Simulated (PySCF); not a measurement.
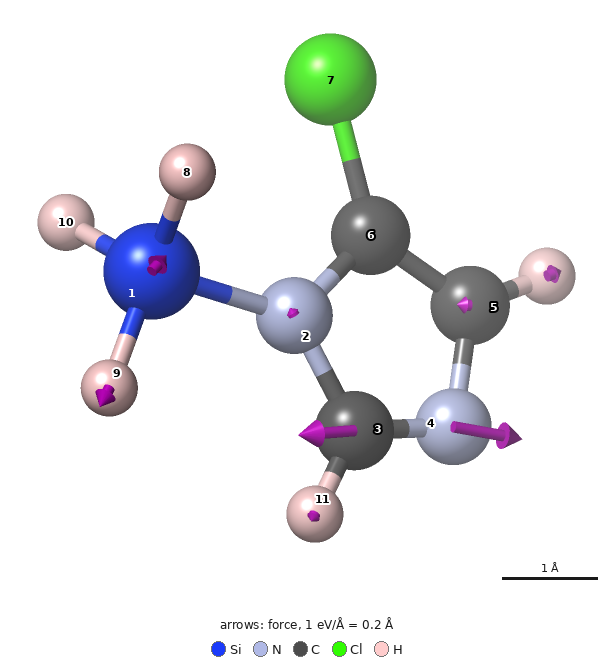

Starting geometry of C$_{3}$H$_{5}$ClN$_{2}$Si with the computed forces as purple arrows. The picture is a ball-and-stick view, seen at a tilt.

The start comes from GFN2-xTB. Its atoms were then displaced at random by about 0.01 Å.

The calculation used PBE0-D3(BJ)/def2-SVP geometry optimisation, gas phase in PySCF 2.14.0, density-fitted response routines. 

Is this structure relaxed? If not, where do the atoms go?

It isn't relaxed: the largest force vector, on an N atom, is 4.27 eV/Å. The final displacements follow the starting forces only in part (cosine between the two patterns 0.36). The atom that moves furthest after the best rigid fit is an H atom (0.10 Å). By element the largest moves are H 0.10 Å, Cl 0.10 Å, N 0.05 Å, C 0.04 Å, Si 0.01 Å. Among the contacts that change: Cl–Si 3.252 → 3.336 Å, H–Si 1.427 → 1.487 Å, C–N 1.245 → 1.305 Å, C–H 1.063 → 1.088 Å. Among the angles between lasting bonds that change: H–Si–H 115.1° → 111.2°, N–Si–H 106.4° → 109.7°, Si–N–C 130.6° → 128.2°. The energy falls by 21.1 kJ/mol in 6 geometry steps.
